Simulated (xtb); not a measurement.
Geometry relaxation, with input and output: CH$_{4}$OSi (charge −1) (part 2 of 2)

CH$_{4}$OSi, charge −1, multiplicity 2; GFN0-xTB (xtb 6.7.1). The starting geometry was optimised with GFN2-xTB.

Geometry of the input (Å):
```
O  -1.7807  -0.9441  -0.2702
C  -0.6078  -0.9391  0.0024
Si 0.4607  0.6601  -0.0105
H  -0.1172  -1.9003  0.2754
H  0.4410  1.1847  -1.3724
H  -0.1441  1.5983  0.9299
H  1.8093  0.2725  0.3997
```

## What the program printed, continued
```
 ANCopt (total)                0 d,  0 h,  0 min,  0.012 sec
 optimizer setup                ...        0 min,  0.000 sec (  0.538%)
 model hessian                  ...        0 min,  0.000 sec (  2.022%)
 ANC generation                 ...        0 min,  0.000 sec (  0.989%)
 coordinate transformation      ...        0 min,  0.000 sec (  0.291%)
 single point calculation       ...        0 min,  0.010 sec ( 86.626%)
 optimization log               ...        0 min,  0.000 sec (  3.494%)
 hessian update                 ...        0 min,  0.000 sec (  0.248%)
 rational function              ...        0 min,  0.000 sec (  3.351%)

================
 final structure:
================
{
  "schema_version": 2,
  "schema_name": "qcschema_molecule",
  "provenance": {
    "creator": "mctc-lib",
    "version": "0.5.2",
    "routine": "mctc_io_write_qcschema::write_qcschema"
  },
  "comment": " xtb: 6.7.1",
  "symbols": [
    "O",
    "C",
    "Si",
    "H",
    "H",
    "H",
    "H"
  ],
  "atomic_numbers": [
    8,
    6,
    14,
    1,
    1,
    1,
    1
  ],
  "geometry": [
    -3.5567458314615426E+00,-2.1088052527118504E+00,-5.0491560544948533E-01,
    -1.1842053074997869E+00,-1.7041868621286442E+00,-1.0239476242554169E-02,
     7.4030876547877611E-01, 1.1555645464129904E+00,-3.9342531217177720E-02,
    -3.6598475153830301E-02,-3.3960195768138011E+00, 5.3849994480460184E-01,
     9.7400086284080567E-01, 2.4118567358853582E+00,-2.5172393377116737E+00,
    -9.8148628787700642E-02, 3.1636015544360085E+00, 1.7022509459322626E+00,
     3.2770209545832918E+00, 3.4948747491993504E-01, 7.4483343988402673E-01
  ],
  "molecular_charge": -1
}

 Bond Distances (Angstroems)
 ---------------------------
O1-C2=1.3002         C2-O1=1.3002         C2-Si3=1.8241        C2-H4=1.1201         Si3-C2=1.8241        Si3-H5=1.4753
Si3-H6=1.4749        Si3-H7=1.4684        H4-C2=1.1201         H5-Si3=1.4753        H6-Si3=1.4749        H7-Si3=1.4684
 C  H  Rav=1.1201 sigma=0.0000  Rmin=1.1201  Rmax=1.1201     1
 O  C  Rav=1.3002 sigma=0.0000  Rmin=1.3002  Rmax=1.3002     1
 Si H  Rav=1.4729 sigma=0.0032  Rmin=1.4684  Rmax=1.4753     3
 Si C  Rav=1.8241 sigma=0.0000  Rmin=1.8241  Rmax=1.8241     1

 selected bond angles (degree)
 --------------------
Si3-C2-O1=132.38               H4-C2-O1=116.36                H4-C2-Si3=111.26               H5-Si3-C2=115.35
H6-Si3-C2=115.12               H6-Si3-H5=104.83               H7-Si3-C2=105.49               H7-Si3-H5=107.78
H7-Si3-H6=107.92

 selected dihedral angles (degree)
 ---------------------------------
H5-Si3-C2-O1=297.90           H5-Si3-C2-H4=117.58           H6-Si3-C2-O1= 60.23           H6-Si3-C2-H4=239.91
H7-Si3-C2-O1=179.08           H7-Si3-C2-H4=358.76
           -------------------------------------------------
          |                Final Singlepoint                |
           -------------------------------------------------

          ...................................................
          :                      SETUP                      :
          :.................................................:
          :  # basis functions                  26          :
          :  # atomic orbitals                  25          :
          :  # shells                           15          :
          :  # electrons                        19          :
          :  electronic temp.          300.0000000     K    :
          :  accuracy                    1.0000000          :
          :  -> integral cutoff          0.2500000E+02      :
          :  -> integral neglect         0.1000000E-07      :
          ...................................................
  Checking positiv definite overlap ...  done.

         #    Occupation            Energy/Eh            Energy/eV
      -------------------------------------------------------------
         1        2.0000           -0.6736340             -18.3305
       ...           ...                  ...                  ...
         4        2.0000           -0.5159986             -14.0410
         5        2.0000           -0.4778364             -13.0026
         6        2.0000           -0.4770917             -12.9823
         7        2.0000           -0.4703009             -12.7975
         8        2.0000           -0.4695842             -12.7780
         9        2.0000           -0.3957472             -10.7688
        10        1.0000           -0.3305789              -8.9955 (HOMO)
        11                         -0.2323777              -6.3233 (LUMO)
        12                         -0.2076308              -5.6499
        13                         -0.2063823              -5.6159
        14                         -0.1295653              -3.5257
        15                         -0.1005570              -2.7363
       ...                                ...                  ...
        25                          0.7978469              21.7105
      -------------------------------------------------------------
                  HL-Gap            0.0982013 Eh            2.6722 eV
             Fermi-level            0.0000000 Eh            0.0000 eV

 EHT (total)                   0 d,  0 h,  0 min,  0.002 sec
 EHT setup                      ...        0 min,  0.000 sec (  2.295%)
 Coordination number            ...        0 min,  0.000 sec (  0.696%)
 EEQ model density              ...        0 min,  0.000 sec (  2.372%)
 D4 Dispersion                  ...        0 min,  0.000 sec (  4.464%)
 Integral evaluation            ...        0 min,  0.000 sec ( 29.717%)
 Cholesky factorization         ...        0 min,  0.000 sec (  0.740%)
 Zeroth order Hamiltonian       ...        0 min,  0.000 sec (  9.625%)
 Gradient calculation           ...        0 min,  0.001 sec ( 42.939%)

         :::::::::::::::::::::::::::::::::::::::::::::::::::::
         ::                     SUMMARY                     ::
         :::::::::::::::::::::::::::::::::::::::::::::::::::::
         :: total energy             -10.840477368070 Eh    ::
         :: gradient norm              0.001072441019 Eh/a0 ::
         :: HOMO-LUMO gap              2.672192191207 eV    ::
         ::.................................................::
         :: H0 energy                 -9.704799459047 Eh    ::
         :: repulsion energy           0.079687108268 Eh    ::
         :: electrostat energy        -1.201568613114 Eh    ::
         :: -> Gsolv                   0.000000000000 Eh    ::
         ::    -> Gsasa                0.000000000000 Eh    ::
         ::    -> Gshift               0.000000000000 Eh    ::
         :: dispersion energy         -0.001621793482 Eh    ::
         :: short-range corr.         -0.012174610695 Eh    ::
         :: add. restraining           0.000000000000 Eh    ::
         :: total charge              -1.000000000000 e     ::
         :::::::::::::::::::::::::::::::::::::::::::::::::::::

           -------------------------------------------------
          |                Property Printout                |
           -------------------------------------------------

    * Orbital Energies and Occupations

         #    Occupation            Energy/Eh            Energy/eV
      -------------------------------------------------------------
         1        2.0000           -0.6736340             -18.3305
         2        2.0000           -0.6280862             -17.0911
         3        2.0000           -0.5788310             -15.7508
         4        2.0000           -0.5159986             -14.0410
         5        2.0000           -0.4778364             -13.0026
         6        2.0000           -0.4770917             -12.9823
         7        2.0000           -0.4703009             -12.7975
         8        2.0000           -0.4695842             -12.7780
         9        2.0000           -0.3957472             -10.7688
        10        1.0000           -0.3305789              -8.9955 (HOMO)
        11                         -0.2323777              -6.3233 (LUMO)
        12                         -0.2076308              -5.6499
        13                         -0.2063823              -5.6159
        14                         -0.1295653              -3.5257
        15                         -0.1005570              -2.7363
        16                         -0.0995044              -2.7077
        17                         -0.0698431              -1.9005
        18                         -0.0520026              -1.4151
        19                         -0.0413853              -1.1262
        20                          0.1537239               4.1830
        21                          0.2485026               6.7621
       ...                                ...                  ...
        25                          0.7978469              21.7105
      -------------------------------------------------------------
                  HL-Gap            0.0982013 Eh            2.6722 eV
             Fermi-level            0.0000000 Eh            0.0000 eV

     #   Z          covCN         q      C6AA      α(0)
     1   8 O        0.856    -0.673    27.904     7.088
     2   6 C        2.657    -0.104    32.334     9.273
     3  14 Si       3.631     0.476   138.624    21.799
     4   1 H        0.920    -0.002     3.092     2.750
     5   1 H        0.915    -0.227    13.080     5.657
     6   1 H        0.915    -0.226    13.014     5.643
     7   1 H        0.917    -0.244    14.801     6.017

 Mol. C6AA /au·bohr⁶  :       1249.087766
 Mol. C8AA /au·bohr⁸  :      38872.386675
 Mol. α(0) /au        :         58.227297

Wiberg/Mayer (AO) data.
largest (>0.10) Wiberg bond orders for each atom

 ---------------------------------------------------------------------------
     #   Z sym  total        # sym  WBO       # sym  WBO       # sym  WBO
 ---------------------------------------------------------------------------
     1   8 O    1.646 --     2 C    1.464     3 Si   0.146
     2   6 C    3.641 --     1 O    1.464     3 Si   1.218     4 H    0.927
     3  14 Si   4.078 --     2 C    1.218     7 H    0.892     6 H    0.887
                             5 H    0.887     1 O    0.146
     4   1 H    1.006 --     2 C    0.927
     5   1 H    0.905 --     3 Si   0.887
     6   1 H    0.906 --     3 Si   0.887
     7   1 H    0.903 --     3 Si   0.892
 ---------------------------------------------------------------------------

Topologies differ in total number of bonds
Writing topology from bond orders to xtbtopo.mol

 dipole moment from electron density (au)
     X       Y       Z
   2.1689   1.0825   0.3443  total (Debye):    6.223

           -------------------------------------------------
          |                Geometry Summary                 |
           -------------------------------------------------

      molecular mass/u    :       60.1274025
   center of mass at/Å    :       -0.4064983      -0.1690180      -0.0777494
  moments of inertia/u·Å² :        0.1145449E+02   0.1002400E+03   0.1061854E+03
rotational constants/cm⁻¹ :        0.1471706E+01   0.1681727E+00   0.1587566E+00

 * 4 selected distances

     #   Z          #   Z                                           value/Å
     2   6 C        3  14 Si                                      1.8241485 (max)
     3  14 Si       5   1 H                                       1.4753377
     3  14 Si       6   1 H                                       1.4749122
     3  14 Si       7   1 H                                       1.4683693 (min)

 * 2 distinct bonds (by element types)

   Z      Z             #   av. dist./Å        max./Å        min./Å
   1 H   14 Si          3     1.4728730     1.4753377     1.4683693
   6 C   14 Si          1     1.8241485     1.8241485     1.8241485

optimized geometry written to: xtbopt.json

           -------------------------------------------------
          | TOTAL ENERGY              -10.840477368070 Eh   |
          | GRADIENT NORM               0.001072441019 Eh/α |
          | HOMO-LUMO GAP               2.672192191207 eV   |
           -------------------------------------------------

------------------------------------------------------------------------
------------------------------------------------------------------------
 total:
 *  cpu-time:     0 d,  0 h,  0 min,  0.027 sec
 * ratio c/w:     1.000 speedup
 SCF:
 *  cpu-time:     0 d,  0 h,  0 min,  0.002 sec
 * ratio c/w:     0.999 speedup
 ANC optimizer:
 *  cpu-time:     0 d,  0 h,  0 min,  0.014 sec
 * ratio c/w:     1.000 speedup
```

## Standard error
```
normal termination of xtb
```

## Trajectory as extended XYZ (Å, eV, eV/Å), 7 frames, from step=0 to step=6
```
7
Properties=species:S:1:pos:R:3 step=0 energy=-294.50948
O    -1.7807   -0.9441   -0.2702
C    -0.6078   -0.9391    0.0024
Si    0.4607    0.6601   -0.0105
H    -0.1172   -1.9003    0.2754
H     0.4410    1.1847   -1.3724
H    -0.1441    1.5983    0.9299
H     1.8093    0.2725    0.3997
7
Properties=species:S:1:pos:R:3 step=1 energy=-294.91867
O    -1.8546   -0.9911   -0.2802
C    -0.6118   -0.9415    0.0044
Si    0.4320    0.6066   -0.0094
H    -0.0758   -1.8884    0.2837
H     0.4719    1.2337   -1.3418
H    -0.0994    1.6338    0.9022
H     1.7989    0.2787    0.3954
7
Properties=species:S:1:pos:R:3 step=2 energy=-294.97289
O    -1.8740   -1.0403   -0.2778
C    -0.6070   -0.9206    0.0041
Si    0.4030    0.6011   -0.0158
H    -0.0360   -1.8445    0.2865
H     0.4950    1.2541   -1.3412
H    -0.0766    1.6548    0.9058
H     1.7567    0.2273    0.3929
7
Properties=species:S:1:pos:R:3 step=3 energy=-294.97854
O    -1.8794   -1.0668   -0.2737
C    -0.6104   -0.9152    0.0005
Si    0.3993    0.6018   -0.0173
H    -0.0301   -1.8289    0.2870
H     0.5005    1.2670   -1.3351
H    -0.0684    1.6642    0.8991
H     1.7497    0.2099    0.3940
7
Properties=species:S:1:pos:R:3 step=4 energy=-294.98262
O    -1.8828   -1.0972   -0.2692
C    -0.6177   -0.9079   -0.0030
Si    0.3953    0.6079   -0.0195
H    -0.0253   -1.8107    0.2855
H     0.5092    1.2743   -1.3323
H    -0.0587    1.6710    0.8984
H     1.7412    0.1947    0.3945
7
Properties=species:S:1:pos:R:3 step=5 energy=-294.98405
O    -1.8826   -1.1108   -0.2675
C    -0.6234   -0.9042   -0.0046
Si    0.3934    0.6107   -0.0204
H    -0.0229   -1.8021    0.2847
H     0.5134    1.2762   -1.3314
H    -0.0539    1.6733    0.8991
H     1.7373    0.1890    0.3945
7
Properties=species:S:1:pos:R:3 step=6 energy=-294.98442
O    -1.8821   -1.1159   -0.2672
C    -0.6267   -0.9018   -0.0054
Si    0.3917    0.6115   -0.0208
H    -0.0194   -1.7971    0.2850
H     0.5154    1.2763   -1.3321
H    -0.0519    1.6741    0.9008
H     1.7341    0.1849    0.3942
```

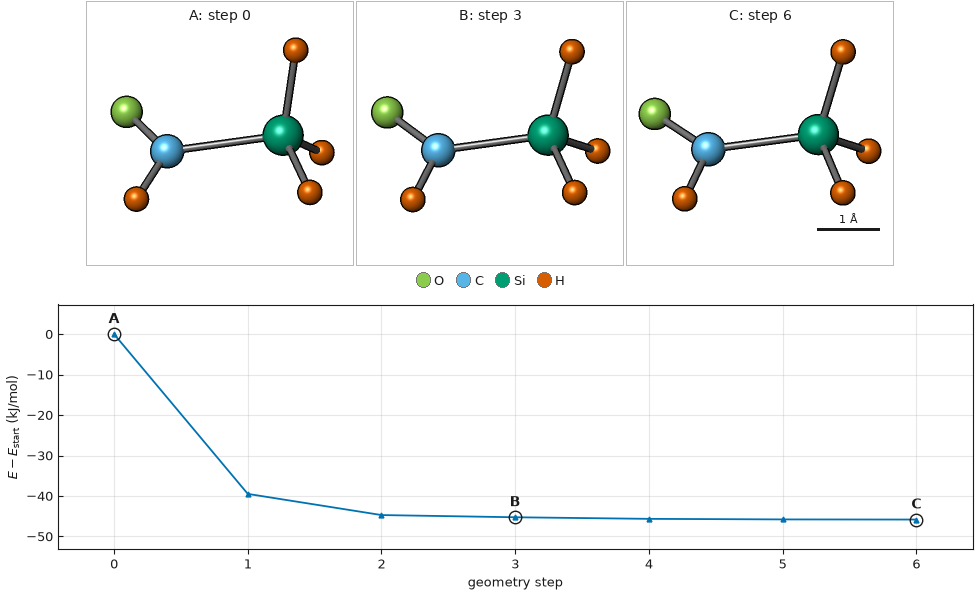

Frames of the relaxation (ball-and-stick view, seen at a tilt) above the curves, on which the letters mark them (steps are counted from 0).

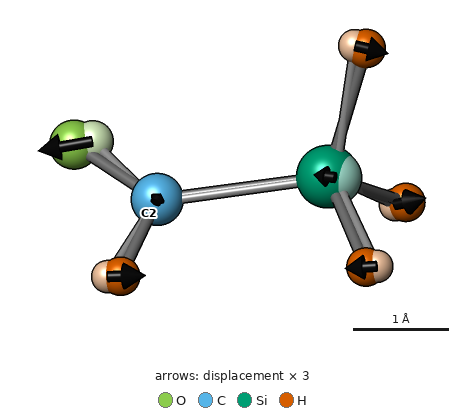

Start (faint) and end (solid) with the displacements as black arrows, magnified 3 times (ball-and-stick view, seen at a tilt). The two geometries are laid on each other by the best rigid fit. O1 moves most after the best rigid fit: 0.20 Å. Largest moves by element: O 0.20 Å, H 0.14 Å, Si 0.08 Å, C 0.04 Å. Among the contacts that change: C2–Si3 1.923 → 1.824 Å, O1–C2 1.204 → 1.300 Å, Si3–H5 1.460 → 1.475 Å, Si3–H6 1.460 → 1.475 Å. Among the angles that change: O1–C2–Si3 122.9° → 132.4°, C2–Si3–H5 107.3° → 115.3°, Si3–C2–H4 118.3° → 111.3°. The energy falls by 45.8 kJ/mol in 6 geometry steps. (Atoms are counted from 1 in the order of the input.)

## Results in brief

```tsv
quantity	value
outcome	converged
electrons treated	19
total energy	−10.840477 hartree
dispersion energy	−0.001622 hartree
basis functions	26
peak memory	0.07 GiB
```
